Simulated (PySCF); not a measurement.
# BCl2H5Si2: runs on many settings

Which settings matter for BCl2H5Si2 (`[SiH3][SiH2]B(Cl)Cl`)?

Computed with PySCF 2.14.0, with density-fitted response routines of our own, on a single molecule in the gas phase. Atoms are numbered from 0 throughout.

## 1. The starting structure

10 atoms, charge 0, multiplicity 1; geometry from: GFN2-xTB.

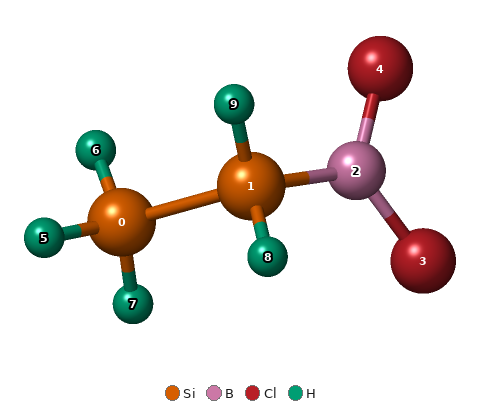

As it starts; silicon orange, boron pink, chlorine red, hydrogen teal, atoms numbered.

## 2. NMR shieldings: PBE0/pcSseg-1

What the job is given:

```
{"job": {"kind": "nmr", "xc": "PBE0", "basis": "pcSseg-1"}, "charge": 0, "multiplicity": 1}
Si     1.639285    -0.347638    -0.275992
Si    -0.344734     0.856458    -0.096986
B     -1.847975    -0.303594     0.443530
Cl    -2.793246    -1.157637    -0.722450
Cl    -2.195400    -0.631182     2.103244
H      2.744267     0.494385    -0.734129
H      2.046192    -0.927173     1.006497
H      1.529857    -1.463879    -1.219360
H     -0.617776     1.522235    -1.379258
H     -0.151587     1.962680     0.852379
```

Method: GIAO PBE0/pcSseg-1 NMR shielding, non-relativistic, gas phase.

Launch:

```bash
OMP_NUM_THREADS=1 python probes_run.py task.json out
```

This one command runs all jobs of the session in turn.

Standard output:

```text
coarse grid: 10688 points
cycle   1  E = -1526.6154508429  dE =  2.833e-01  |g| = 2.337e-01  |ddm| = 2.845e+00
cycle   2  E = -1526.6083561399  dE =  7.095e-03  |g| = 2.967e-01  |ddm| = 5.365e-01
cycle   3  E = -1526.6316160069  dE = -2.326e-02  |g| = 3.302e-02  |ddm| = 3.046e-01
cycle   4  E = -1526.6318823958  dE = -2.664e-04  |g| = 1.339e-02  |ddm| = 5.054e-02
cycle   5  E = -1526.6319336782  dE = -5.128e-05  |g| = 1.554e-03  |ddm| = 1.770e-02
cycle   6  E = -1526.6319344473  dE = -7.691e-07  |g| = 5.479e-04  |ddm| = 3.363e-03
final grid: 85416 points
cycle   7  E = -1526.6556828235  dE = -1.918e-05  |g| = 3.484e-03  |ddm| = 1.343e-02
cycle   8  E = -1526.6556825883  dE =  2.352e-07  |g| = 2.690e-03  |ddm| = 5.746e-03
cycle   9  E = -1526.6556843775  dE = -1.789e-06  |g| = 9.832e-04  |ddm| = 3.552e-03
cycle  10  E = -1526.6556846374  dE = -2.599e-07  |g| = 1.176e-04  |ddm| = 1.002e-03
cycle  11  E = -1526.6556846408  dE = -3.397e-09  |g| = 1.468e-05  |ddm| = 1.545e-04
cycle  12  E = -1526.6556846409  dE = -5.571e-11  |g| = 5.252e-06  |ddm| = 2.680e-05
converged SCF energy = -1526.6556846409

GIAO shielding tensors (ppm)
atom      isotropic    diamagn.    paramagn.     s11        s22        s33       span
  0 Si     463.092     879.309    -416.217    456.003    456.494    476.779     20.776
  1 Si     462.154     880.256    -418.102    430.482    466.306    489.674     59.192
  2 B       23.920     194.834    -170.914    -48.037     24.784     95.012    143.049
  3 Cl     546.355    1147.669    -601.314    159.594    594.844    884.628    725.034
  4 Cl     547.529    1147.687    -600.158    160.458    595.056    887.072    726.614
  5 H       28.141      28.428      -0.286     24.781     25.355     34.288      9.506
  6 H       28.167      28.679      -0.512     24.567     26.510     33.423      8.855
  7 H       28.173      28.679      -0.506     24.565     26.597     33.357      8.791
  8 H       28.108      28.768      -0.660     24.503     26.387     33.433      8.930
  9 H       28.102      28.743      -0.641     24.535     26.347     33.425      8.890
```

It took 26 s on 1 thread of Arm Neoverse N1, shared host; peak memory 0.68 GiB.

The references, computed at this level on geometries of the same kind, shield at (ppm): 1H TMS 31.72, 29Si TMS 349.2, 11B BF3·OEt2 100.1, 35Cl HCl 950. Their shielding less the atom's gives the shift. The references are single molecules in the gas phase. Atoms listed in one row are averaged.

```tsv
atoms	environment	σ (ppm)	δ (ppm)
H8, H9	hydrogen on a silicon bonded to B, Si	28.11	3.61
H5, H6, H7	hydrogen on a silicon bonded to Si	28.16	3.56
Si1	silicon bonded to B, Si, 2 H	462.2	-113.0
Si0	silicon bonded to Si, 3 H	463.1	-113.9
B2	boron bonded to 2 Cl, Si	23.9	76.1
Cl3, Cl4	chlorine bonded to B	547	403
```

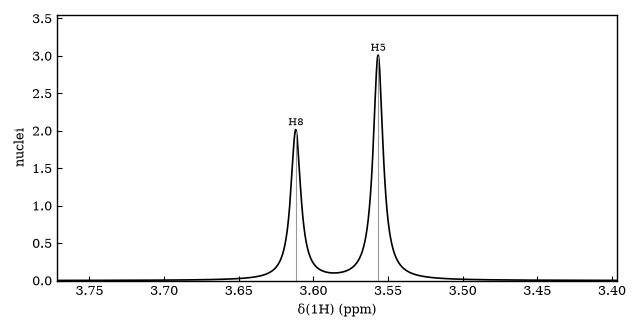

1H lines at the computed shifts, without couplings. Lines are broadened to a width of 0.01 ppm (Lorentzian).

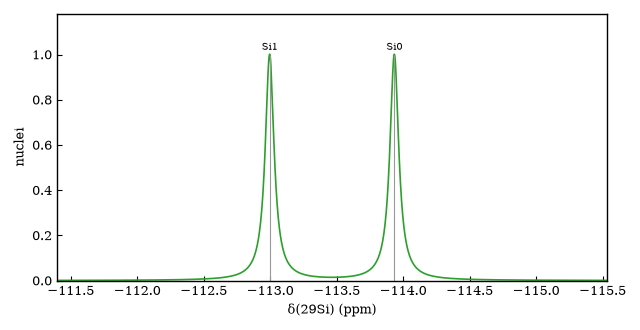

29Si lines at the computed shifts, without couplings. Lines are broadened to a width of 0.08 ppm (Lorentzian).

The run also stored atomic charges by several schemes (e):

```tsv
atoms	Mulliken	IAO	Hirshfeld	ESP fit
Si0	0.21	0.31	0.22	0.17
Si1	0.16	0.29	0.15	0.11
B2	0.11	-0.11	0.08	0.18
Cl3, Cl4	-0.14	-0.02	-0.05	-0.10
```

ESP fit charges:

```tsv
atom	value (e)
Si0	0.17
Si1	0.11
B2	0.18
Cl3	-0.10
Cl4	-0.10
H5	-0.04
H6	-0.06
H7	-0.06
H8	-0.05
H9	-0.05
```

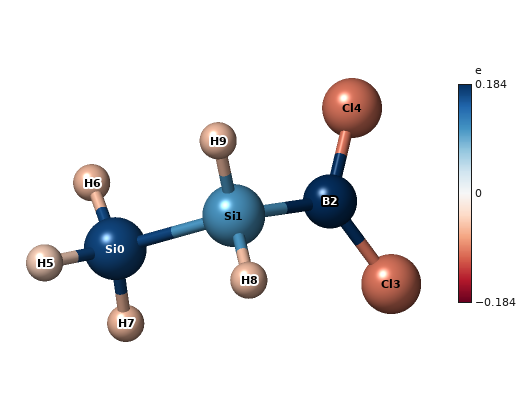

ESP fit charges, as colours on the atoms.

Mayer bond orders: Si0–Si1 0.91, Si1–B2 0.88, B2–Cl3 1.17, B2–Cl4 1.17.

The fields below are evaluated on a grid from the run's orbitals.

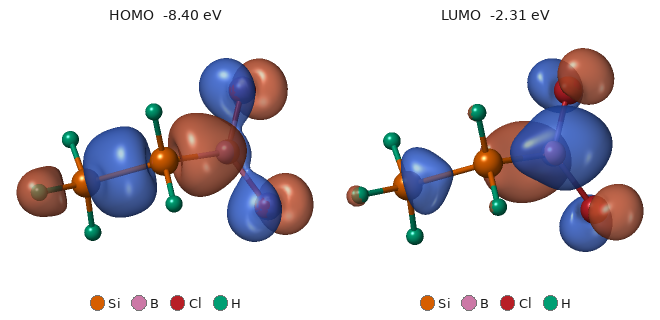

Frontier orbitals at PBE0/pcSseg-1; each surface holds 70 % of the orbital's density, blue and red mark the sign.

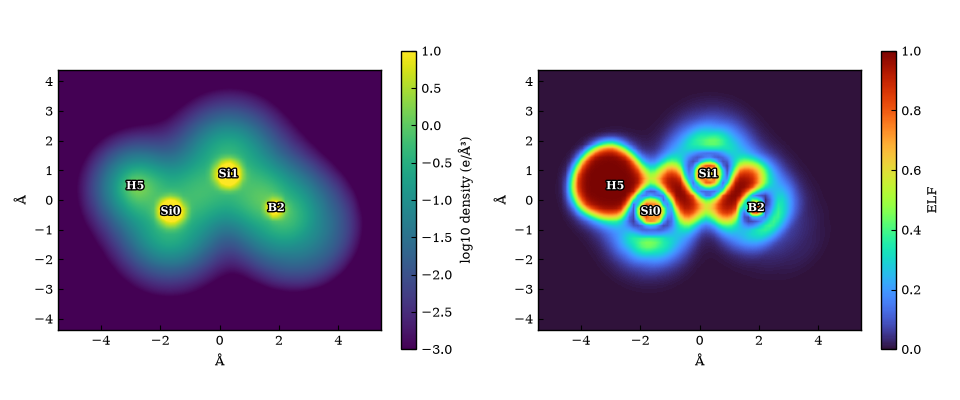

Density (left) and ELF (right) in a plane through or near 4 of the atoms.

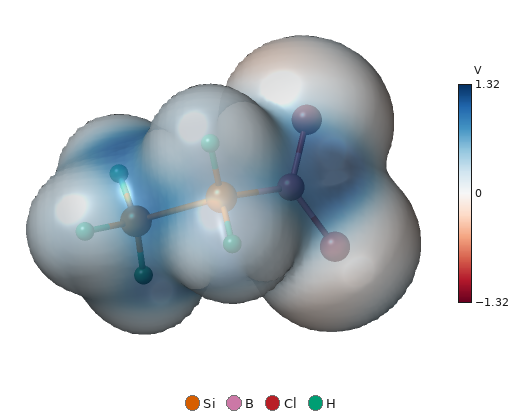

The potential that a unit positive charge feels on the 0.002 e/bohr³ surface, from -0.26 V near Cl4 to 1.32 V near B2.

## 3. TDDFT and polarisability: PBE0/def2-SVPD

Settings changed since step 2:

```diff
@@ -1,2 +1,2 @@
-{"job": {"kind": "nmr", "xc": "PBE0", "basis": "pcSseg-1"}, "charge": 0, "multiplicity": 1}
+{"job": {"kind": "uv", "xc": "PBE0", "basis": "def2-SVPD", "nstates": 6, "ntriplets": 2}, "charge": 0, "multiplicity": 1}
 Si     1.639285    -0.347638    -0.275992
```

Level: TDDFT PBE0/def2-SVPD, vertical, gas phase, core orbitals frozen in the response.

Standard output:

```text
coarse grid: 10688 points
cycle   1  E = -1526.0698196789  dE =  2.517e-01  |g| = 2.076e-01  |ddm| = 3.717e+00
cycle   2  E = -1526.0652042933  dE =  4.615e-03  |g| = 2.531e-01  |ddm| = 6.210e-01
cycle   3  E = -1526.0832283406  dE = -1.802e-02  |g| = 3.636e-02  |ddm| = 3.680e-01
cycle   4  E = -1526.0836096544  dE = -3.813e-04  |g| = 1.292e-02  |ddm| = 7.276e-02
cycle   5  E = -1526.0836648202  dE = -5.517e-05  |g| = 1.613e-03  |ddm| = 2.439e-02
cycle   6  E = -1526.0836658268  dE = -1.007e-06  |g| = 5.458e-04  |ddm| = 5.086e-03
final grid: 85416 points
cycle   7  E = -1526.2483252717  dE = -1.058e-05  |g| = 2.038e-03  |ddm| = 3.491e-02
cycle   8  E = -1526.2483249332  dE =  3.385e-07  |g| = 2.346e-03  |ddm| = 8.000e-03
cycle   9  E = -1526.2483266894  dE = -1.756e-06  |g| = 4.086e-04  |ddm| = 3.876e-03
cycle  10  E = -1526.2483267358  dE = -4.643e-08  |g| = 7.033e-05  |ddm| = 6.477e-04
cycle  11  E = -1526.2483267372  dE = -1.464e-09  |g| = 1.664e-05  |ddm| = 1.477e-04
cycle  12  E = -1526.2483267373  dE = -9.732e-11  |g| = 5.945e-06  |ddm| = 4.123e-05
converged SCF energy = -1526.2483267373

Static polarisability (au): isotropic 101.221, principal 87.890 97.833 117.938

Singlet excitations
state   eV       nm        f      main configurations
  1   4.6764    265.1   0.03755   H->L 0.87, H-1->L 0.11
  2   5.3217    233.0   0.00004   H-2->L 0.95
  3   5.5541    223.2   0.13966   H-1->L 0.87, H->L 0.11
  4   6.1409    201.9   0.00003   H-3->L 0.87
  5   6.4815    191.3   0.09225   H-4->L 0.89
  6   6.7793    182.9   0.03871   H-5->L 0.96

Triplet excitations (Tamm-Dancoff, eV): 3.8542 4.9988
```

Wall time 29 s (1 thread of Arm Neoverse N1, shared host); peak memory 0.69 GiB.

Frontier orbitals and where they lie:

```tsv
orbital	eV	atoms
HOMO−3	-9.66	Si0 21 %, Si1 14 %, H6 13 %
HOMO−2	-9.21	Cl3 39 %, Cl4 38 %, Si1 9 %
HOMO−1	-8.97	Si1 29 %, Si0 19 %, Cl4 9 %
HOMO	-8.33	Si1 26 %, Si0 18 %, B2 17 %
LUMO	-2.34	B2 43 %, Cl3 17 %, Cl4 17 %
LUMO+1	0.02	B2 30 %, Si1 17 %, Si0 14 %
LUMO+2	0.10	Si1 32 %, Si0 23 %, H9 9 %
```

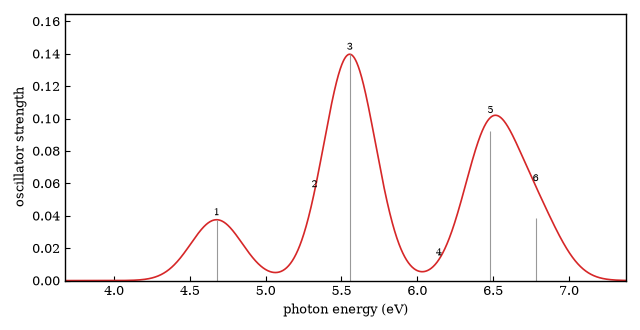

Absorption spectrum from the 6 singlet states computed; above the last one it falls off for lack of states. Lines are broadened to a width of 0.40 eV (Gaussian).

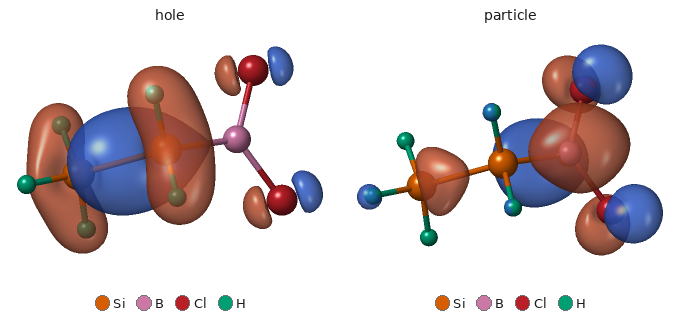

Leading natural transition orbitals of singlet state 3: the electron leaves the hole (left) for the particle orbital (right).

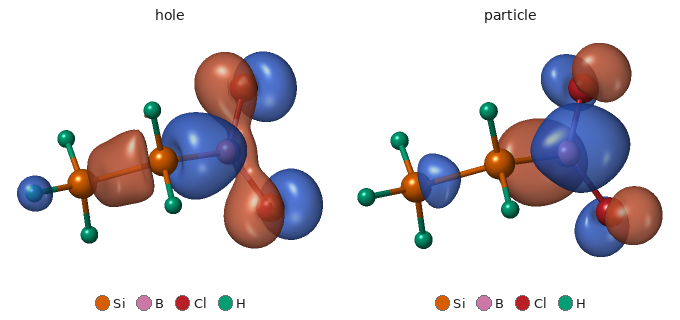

Leading natural transition orbitals of singlet state 1: the electron leaves the hole (left) for the particle orbital (right).

Ground-state properties from the same run:

```tsv
property	computed
dipole moment (D)	0.52
polarisability (Å³)	15.00
HOMO–LUMO gap (eV)	5.99
−ε(HOMO) (eV)	8.33
```

## 4. TDDFT and polarisability: PBE0/def2-SVPD

Settings changed since step 3:

```diff
@@ -1,2 +1,2 @@
-{"job": {"kind": "uv", "xc": "PBE0", "basis": "def2-SVPD", "nstates": 6, "ntriplets": 2}, "charge": 0, "multiplicity": 1}
+{"job": {"kind": "uv", "xc": "PBE0", "basis": "def2-SVPD", "nstates": 6, "ntriplets": 2, "tda": false, "scf": {"conv": 1e-07}}, "charge": 0, "multiplicity": 1}
 Si     1.639285    -0.347638    -0.275992
```

Level: TDDFT PBE0/def2-SVPD, vertical, gas phase, core orbitals frozen in the response.

Standard output:

```text
final grid: 85416 points
cycle   1  E = -1526.2341993680  dE =  2.535e-01  |g| = 2.100e-01  |ddm| = 3.716e+00
cycle   2  E = -1526.2290527545  dE =  5.147e-03  |g| = 2.589e-01  |ddm| = 6.272e-01
cycle   3  E = -1526.2478965797  dE = -1.884e-02  |g| = 3.605e-02  |ddm| = 3.738e-01
cycle   4  E = -1526.2482703625  dE = -3.738e-04  |g| = 1.295e-02  |ddm| = 7.271e-02
cycle   5  E = -1526.2483256399  dE = -5.528e-05  |g| = 1.607e-03  |ddm| = 2.438e-02
cycle   6  E = -1526.2483266376  dE = -9.977e-07  |g| = 5.437e-04  |ddm| = 5.089e-03
cycle   7  E = -1526.2483267347  dE = -9.709e-08  |g| = 8.345e-05  |ddm| = 9.846e-04
converged SCF energy = -1526.2483267347

Static polarisability (au): isotropic 101.221, principal 87.891 97.833 117.940

Singlet excitations
state   eV       nm        f      main configurations
  1   4.6763    265.1   0.03757   H->L 0.87, H-1->L 0.11
  2   5.3218    233.0   0.00004   H-2->L 0.95
  3   5.5538    223.2   0.13964   H-1->L 0.87, H->L 0.11
  4   6.1404    201.9   0.00003   H-3->L 0.88
  5   6.4816    191.3   0.09225   H-4->L 0.89
  6   6.7788    182.9   0.03872   H-5->L 0.96

Triplet excitations (Tamm-Dancoff, eV): 3.8541 4.9986
```

Wall time 22 s (1 thread of Arm Neoverse N1, shared host); peak memory 0.64 GiB.

This run: HOMO -8.33 eV, LUMO -2.34 eV; lowest singlet 4.68 eV.

## 5. TDDFT and polarisability: HF/ANO-RCC-VDZP

Settings changed since step 4:

```diff
@@ -1,2 +1,2 @@
-{"job": {"kind": "uv", "xc": "PBE0", "basis": "def2-SVPD", "nstates": 6, "ntriplets": 2, "tda": false, "scf": {"conv": 1e-07}}, "charge": 0, "multiplicity": 1}
+{"job": {"kind": "uv", "xc": "HF", "basis": "ANO-RCC-VDZP", "nstates": 6, "ntriplets": 5, "tda": true}, "charge": 0, "multiplicity": 1}
 Si     1.639285    -0.347638    -0.275992
```

With the program's defaults for keys left out, this is: TDA HF/ANO-RCC-VDZP, vertical, gas phase, core orbitals frozen in the response.

Standard output:

```text
final grid: 85416 points
cycle   1  E = -1523.4393312146  dE =  5.147e-01  |g| = 4.439e-01  |ddm| = 3.800e+00
cycle   2  E = -1523.5097529957  dE = -7.042e-02  |g| = 2.372e-01  |ddm| = 8.615e-01
cycle   3  E = -1523.5279843020  dE = -1.823e-02  |g| = 5.440e-02  |ddm| = 2.597e-01
cycle   4  E = -1523.5299908973  dE = -2.007e-03  |g| = 9.307e-03  |ddm| = 1.301e-01
cycle   5  E = -1523.5300623447  dE = -7.145e-05  |g| = 2.797e-03  |ddm| = 2.289e-02
cycle   6  E = -1523.5300693320  dE = -6.987e-06  |g| = 6.936e-04  |ddm| = 8.271e-03
cycle   7  E = -1523.5300697801  dE = -4.480e-07  |g| = 2.002e-04  |ddm| = 2.186e-03
cycle   8  E = -1523.5300698152  dE = -3.517e-08  |g| = 6.533e-05  |ddm| = 5.474e-04
cycle   9  E = -1523.5300698203  dE = -5.071e-09  |g| = 2.121e-05  |ddm| = 2.207e-04
cycle  10  E = -1523.5300698210  dE = -6.726e-10  |g| = 7.224e-06  |ddm| = 8.801e-05
converged SCF energy = -1523.5300698210

Static polarisability (au): isotropic 83.383, principal 72.967 83.995 93.187

Singlet excitations
state   eV       nm        f      main configurations
  1   5.6293    220.2   0.04960   H->L 0.62, H-1->L 0.27
  2   7.1353    173.8   0.00000   H-2->L 0.81
  3   7.6287    162.5   0.29410   H-1->L 0.61, H->L 0.28
  4   8.0757    153.5   0.10098   H-3->L 0.42, H->L+3 0.40
  5   8.2648    150.0   0.02272   H->L+3 0.40, H-3->L 0.25, H-4->L 0.19
  6   8.7095    142.4   0.24952   H->L+2 0.46, H->L+4 0.26, H-1->L+2 0.09

Triplet excitations (Tamm-Dancoff, eV): 4.3548 6.3964 6.7741 6.8780 6.9095
```

It took 5.2 s on 1 thread of Arm Neoverse N1, shared host.

In short: HOMO -11.01 eV, LUMO 1.30 eV; lowest singlet 5.63 eV.

## 6. NMR shieldings: OPBE/pcSseg-1

Settings changed since step 5:

```diff
@@ -1,2 +1,2 @@
-{"job": {"kind": "uv", "xc": "HF", "basis": "ANO-RCC-VDZP", "nstates": 6, "ntriplets": 5, "tda": true}, "charge": 0, "multiplicity": 1}
+{"job": {"kind": "nmr", "xc": "OPBE", "basis": "pcSseg-1", "pop": true}, "charge": 0, "multiplicity": 1}
 Si     1.639285    -0.347638    -0.275992
```

With the program's defaults for keys left out, this is: GIAO OPBE/pcSseg-1 NMR shielding, non-relativistic, gas phase.

Standard output:

```text
coarse grid: 10688 points
cycle   1  E = -1527.0722294526  dE =  2.240e-01  |g| = 2.227e-01  |ddm| = 2.966e+00
cycle   2  E = -1527.0718728362  dE =  3.566e-04  |g| = 2.556e-01  |ddm| = 5.811e-01
cycle   3  E = -1527.0861842406  dE = -1.431e-02  |g| = 7.491e-02  |ddm| = 3.125e-01
cycle   4  E = -1527.0878309043  dE = -1.647e-03  |g| = 2.262e-02  |ddm| = 1.027e-01
cycle   5  E = -1527.0879835462  dE = -1.526e-04  |g| = 3.810e-03  |ddm| = 3.059e-02
cycle   6  E = -1527.0879894076  dE = -5.861e-06  |g| = 1.018e-03  |ddm| = 8.481e-03
final grid: 85416 points
cycle   7  E = -1527.1036381656  dE = -1.916e-04  |g| = 2.117e-02  |ddm| = 6.728e-02
cycle   8  E = -1527.1036292023  dE =  8.963e-06  |g| = 1.661e-02  |ddm| = 4.395e-02
cycle   9  E = -1527.1036900347  dE = -6.083e-05  |g| = 4.866e-03  |ddm| = 2.861e-02
cycle  10  E = -1527.1036973827  dE = -7.348e-06  |g| = 1.433e-03  |ddm| = 7.127e-03
cycle  11  E = -1527.1036979630  dE = -5.802e-07  |g| = 1.677e-04  |ddm| = 1.609e-03
cycle  12  E = -1527.1036979724  dE = -9.436e-09  |g| = 3.491e-05  |ddm| = 2.906e-04
cycle  13  E = -1527.1036979728  dE = -3.704e-10  |g| = 1.446e-05  |ddm| = 6.614e-05
converged SCF energy = -1527.1036979728

GIAO shielding tensors (ppm)
atom      isotropic    diamagn.    paramagn.     s11        s22        s33       span
  0 Si     466.286     880.228    -413.942    457.451    458.673    482.735     25.284
  1 Si     469.466     881.168    -411.702    441.462    471.887    495.049     53.587
  2 B       32.601     195.442    -162.841    -31.198     32.983     96.018    127.216
  3 Cl     530.387    1148.051    -617.665    157.332    551.713    882.116    724.784
  4 Cl     531.467    1148.070    -616.603    157.997    551.923    884.481    726.484
  5 H       28.019      28.436      -0.418     24.711     25.276     34.069      9.358
  6 H       28.054      28.655      -0.601     24.528     26.404     33.231      8.703
  7 H       28.062      28.656      -0.594     24.528     26.492     33.166      8.639
  8 H       27.986      28.707      -0.721     24.420     26.267     33.270      8.850
  9 H       27.980      28.683      -0.703     24.451     26.228     33.261      8.810
```

Run time: 25 s. Hardware: 1 thread of Arm Neoverse N1, shared host; peak memory 0.62 GiB.

In short: σ Si0 466.3, Si1 469.5, B2 32.6, Cl3 531, H8 27.98, H5 28.05 ppm (means over like atoms).

## 7. Side by side: NMR shifts

Shifts (ppm), means over like atoms, with basis size and wall time:

```tsv
run	H8	H5	Si1	Si0	B2	functions	time
PBE0/pcSseg-1	3.61	3.56	-113.0	-113.9	76.1	138	26 s
OPBE/pcSseg-1	3.69	3.63	-113.0	-109.8	67.1	138	25 s
```

## 8. Outcome

| quantity | value |
| --- | --- |
| 1H shifts against TMS (PBE0/pcSseg-1, means over atoms taken as alike) | 3.61, 3.56 ppm |
| 29Si shifts against TMS (PBE0/pcSseg-1) | -113.0, -113.9 ppm |
| 11B shifts against BF3·OEt2 (PBE0/pcSseg-1) | 76.1 ppm |
| 35Cl shifts against HCl (PBE0/pcSseg-1, means over atoms taken as alike) | 403 ppm |
| surface potential, least and greatest | -0.26 V and 1.32 V |
| lowest singlet (PBE0/def2-SVPD) | 4.68 eV (265 nm), f = 0.038 |
| brightest single state of those computed | state 3, 5.55 eV, f = 0.140 |
| lowest triplet | 3.85 eV |
| range of the shift of B2 | 67.1 to 76.1 ppm |

**Reading.** Single values in the summary come from the first run of each kind that ended normally (PBE0/pcSseg-1; PBE0/def2-SVPD), which need not be the best level. At PBE0/pcSseg-1: The widest tensor belongs to Cl3, Cl4: span 726 ppm, with a paramagnetic part of -601 ppm. At PBE0/pcSseg-1, counted by nearest atom on the grid, the HOMO lies on Si1 23 %; B2 18 %, the LUMO on B2 55 %; Cl3, Cl4 about 12 % each. The first singlet state (HOMO→LUMO 0.87, HOMO−1→LUMO 0.11) lies at 4.68 eV and is weak; of the 6 states computed, the strongest absorption comes from state 3 at 5.55 eV. The lowest triplet lies 0.82 eV below the lowest singlet (triplets in Tamm-Dancoff, singlets in full TDDFT). Among the atoms with a shift in every run: In ppm, B2 moves most: its shift spreads over 9.0 ppm, from 67.1 (OPBE/pcSseg-1) to 76.1 (PBE0/pcSseg-1).
